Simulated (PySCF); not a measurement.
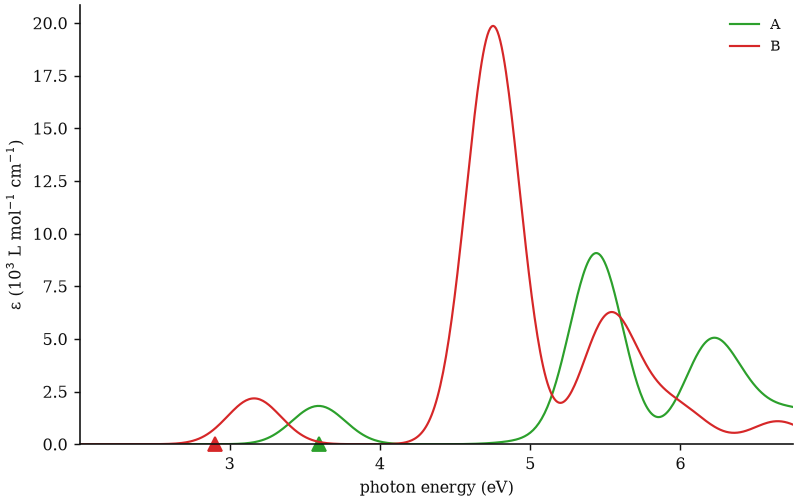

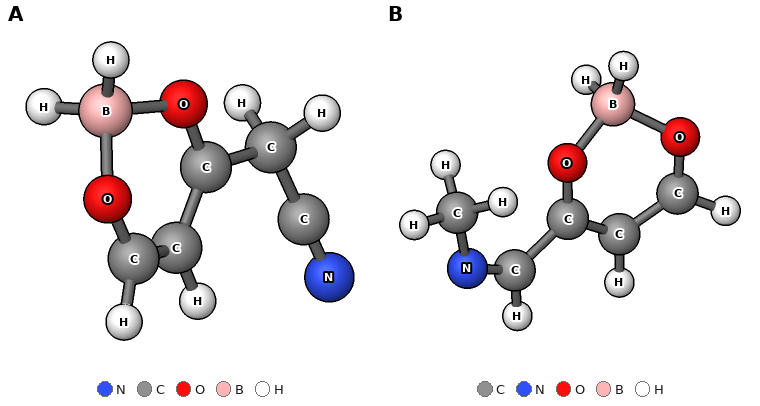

Related molecules: A is C₅H₆BNO₂, SMILES N#CCC1=[O+][BH2-]OC=C1; B is C₅H₈BNO₂, SMILES C/N=C\C1=[O+][BH2-]OC=C1. Vertical TDDFT absorption, PBE0/def2-SVPD with PySCF 2.14.0, at a PBE0-D3(BJ)/def2-SVP geometry (no frequency check); Gaussians of 1/e half-width 0.25 eV, triangles mark S1, and the range ends where the computed states of one molecule run out.

> How does the lowest singlet move?

A: 3.59 eV (f = 0.028, mainly HOMO → LUMO (97 %)); B: 2.91 eV (f = 0.000, mainly HOMO−1 → LUMO (97 %)). From A to B it shifts 0.69 eV to the red; the leading orbital pair differs.

> And the brightest state of each within the range drawn?

A: S3 at 5.44 eV, f = 0.14; B: S3 at 4.75 eV, f = 0.30.

Limits of at least one run: core orbitals are frozen in the response; one conformer of a flexible molecule.
